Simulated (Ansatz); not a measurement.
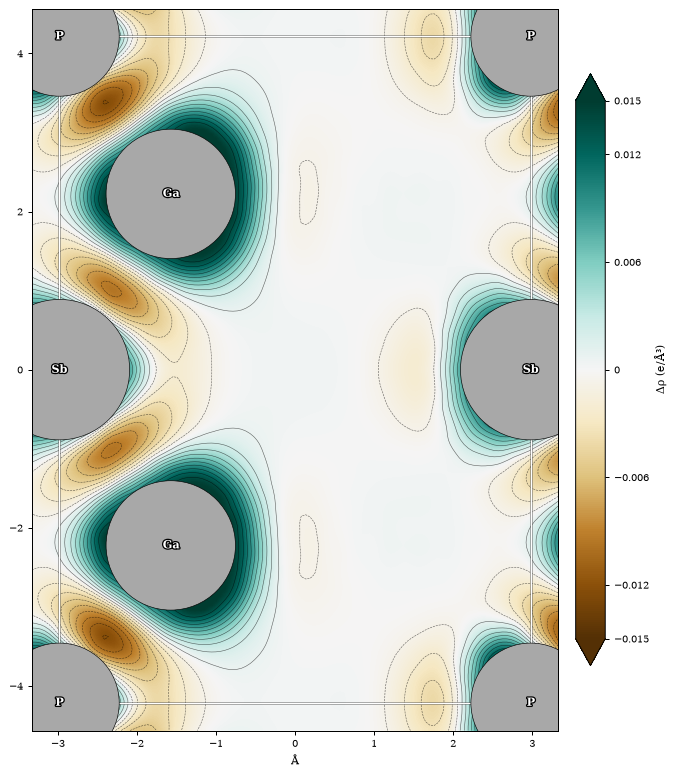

Ga4Sb3P. Difference of the valence pseudo-densities of two functionals at the same geometry, on the (101) plane of the calculation cell: one of HSE06 and PBE less the other.

Space group P-43m; started from the ordered alloy on zincblende lattice prototype, which need not be the ambient phase.

Both computed with Ansatz (plane waves, PAW), on the same k-point mesh. Grey discs cover the atomic cores.

```
CELL_PARAMETERS angstrom
5.96131 0.00000 0.00000
0.00000 5.96131 0.00000
0.00000 0.00000 5.96131
ATOMIC_POSITIONS crystal
P 0.00000 0.00000 0.00000
Ga 0.76372 0.76372 0.76372
Sb 0.50000 0.50000 0.00000
Ga 0.23628 0.23628 0.76372
Sb 0.50000 0.00000 0.50000
Ga 0.23628 0.76372 0.23628
Sb 0.00000 0.50000 0.50000
Ga 0.76372 0.23628 0.23628
```

Question: Which was subtracted from which, and what does the map show?

Answer: It is PBE less HSE06. Against HSE06, PBE gives more density around Ga (+0.010 e/Å³ on average at 1.0 Å from the nucleus) and a change of −0.009 e/Å³ at the midpoint of Ga–P and −0.009 e/Å³ at the midpoint of Ga–Sb.
